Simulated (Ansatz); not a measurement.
**BCCD(T)/STO-3G run of AlH2ClO (SMILES [OH][AlH][Cl])**

Aim: the vertical ionisation energy of AlH2ClO at BCCD(T)/STO-3G, from 2 runs. 

Program for the calculation: Ansatz 0.2.0.

77 further runs of the same task are left out: 5 that didn't finish, 72 set aside as unsound or not needed.

### 1 Starting point

AlH2ClO: 5 atoms, total charge 0, spin state singlet. SMILES: `[OH][AlH][Cl]`. The coordinates come from a PBE0-D4/def2-TZVP relaxation. This is one conformer, not always the lowest.

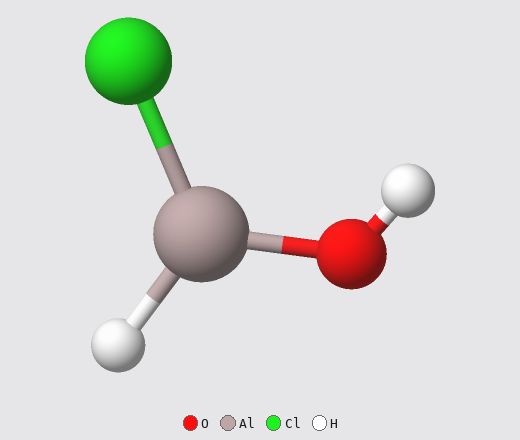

The structure, seen from a chosen angle (oxygen red, aluminium light grey, chlorine green, hydrogen white).

### 2 The energy at BCCD(T)/STO-3G

File molecule.yaml:

```yaml
crystal:
  periodic: [false, false, false]
  atoms:
    - {symbol: O, position_ang: [-1.110100, 0.370900, -0.514400]}
    - {symbol: Al, position_ang: [0.431000, 0.184900, 0.137500]}
    - {symbol: Cl, position_ang: [1.114900, -1.725400, 0.662800]}
    - {symbol: H, position_ang: [-1.719500, -0.349100, -0.669500]}
    - {symbol: H, position_ang: [1.333500, 1.445000, 0.342200]}
basis:
  gaussian:
    orbitals: STO-3G
correlation:
  method: bccd_t
  frozen_orbitals: {Al: 5, Cl: 5, H: 0, O: 1}
accuracy: high
scf:
  omitted_lower_state_checks: [cluster_reference, increment]
```

Command:

```bash
$ ansatz run molecule.yaml --threads 1 --pin off --max-ram 2610MiB --events-out events.jsonl --progress --plain --runs-dir runs
```

What it wrote, shortened:

```text
Warning: RAYON_NUM_THREADS=1 ignored (pool sized by the plan → 1); use --threads N
Functional definition: HF
  name "HF"
[...]
456 factors; integrals over basis functions are off by at most 1.7e-8 eV
[...]
mean field -20917.87955558 eV, -768.7178950197 hartree, gradient 2.2e-8 eV, S^2 0.000000; 0 other end points of the search recorded, 0 dependent functions left out
11 core orbitals not correlated: weight in the atoms' cores, before any rotation towards them, 0.999 or more for the frozen orbitals, at most 0.000 for the correlated occupied ones
reference -20917.87955558 eV, -768.7178950197 hartree; 9, 9 occupied and 5, 5 virtual orbitals, 456 factors
second order -1.80873875 eV of doubles, -0.00000000 eV of singles
cycle   1  -2.07858287 eV  change   -2.7e-1 eV  update   7.6e-2
[...]
cycle  20  -2.28220023 eV  change  -3.5e-11 eV  update  9.4e-10
perturbative correction -0.11552413 eV, -0.0042454336 hartree
Total energy: -20920.27727995 eV, -768.8060097648 hartree
Checks for a lower state left out: cluster_reference, increment
```

Wall time 0.14 s (1 thread of AMD EPYC 9R45 (Zen 5), shared host).

### 3 The doublet cation

File job.yaml:

```yaml
crystal:
  periodic: [false, false, false]
  atoms:
    - {symbol: O, position_ang: [-1.110100, 0.370900, -0.514400]}
    - {symbol: Al, position_ang: [0.431000, 0.184900, 0.137500]}
    - {symbol: Cl, position_ang: [1.114900, -1.725400, 0.662800]}
    - {symbol: H, position_ang: [-1.719500, -0.349100, -0.669500]}
    - {symbol: H, position_ang: [1.333500, 1.445000, 0.342200]}
basis:
  gaussian:
    orbitals: STO-3G
total_charge: 1
accuracy: high
magnetization:
  spin_polarized: true
  initial_magnetization: 1
correlation:
  method: bccd_t
  frozen_orbitals: {Al: 5, Cl: 5, H: 0, O: 1}
scf:
  omitted_lower_state_checks: [cluster_reference, increment]
```

Command:

```bash
$ ansatz run job.yaml --threads 1 --pin off --max-ram 2610MiB --events-out events.jsonl --progress --plain --runs-dir runs
```

What it wrote, shortened:

```text
Warning: RAYON_NUM_THREADS=1 ignored (pool sized by the plan → 1); use --threads N
Functional definition: HF
  name "HF"
[...]
456 factors; integrals over basis functions are off by at most 1.7e-8 eV
[...]
mean field -20910.84094203 eV, -768.4592307424 hartree, gradient 2.5e-8 eV, S^2 0.754170; 10 other end points of the search recorded, 0 dependent functions left out
11 core orbitals not correlated: weight in the atoms' cores, before any rotation towards them, 0.999 or more for the frozen orbitals, at most 0.000 for the correlated occupied ones
reference -20910.84094203 eV, -768.4592307424 hartree; 9, 8 occupied and 5, 6 virtual orbitals, 456 factors
second order -1.37556654 eV of doubles, -0.00000000 eV of singles
cycle   1  -1.68668382 eV  change   -3.1e-1 eV  update   6.1e-2
[...]
cycle  34  -1.89332624 eV  change  -6.0e-10 eV  update   1.3e-9
perturbative correction -0.06847349 eV, -0.0025163543 hartree
Total energy: -20912.80274175 eV, -768.5313255526 hartree
Checks for a lower state left out: cluster_reference, increment
```

Wall time 0.4 s (1 thread of AMD EPYC 9R45 (Zen 5), shared host).

### 4 Summary of results

At BCCD(T)/STO-3G, 11 core orbitals frozen:

```
                                                     quantity          value
                                singlet AlH2ClO: total energy  -768.80601 Eh
singlet AlH2ClO: correlation energy (11 core orbitals frozen)      -88.1 mEh
                              singlet AlH2ClO: (T) correction      -4.25 mEh
                                 doublet cation: total energy  -768.53133 Eh
 doublet cation: correlation energy (11 core orbitals frozen)      -72.1 mEh
                               doublet cation: (T) correction      -2.52 mEh
            doublet cation: ⟨S²⟩ of the reference determinant          0.754
           vertical ionisation energy (to the doublet cation)       7.475 eV
```

What this shows: The vertical ionisation energy comes to 7.47 eV (721 kJ/mol). In a minimal basis such a difference can be off by several eV, whatever the method. The triples (singlet AlH2ClO) make up 4.8 % of the correlation energy. The triples (doublet cation) make up 3.5 % of the correlation energy.
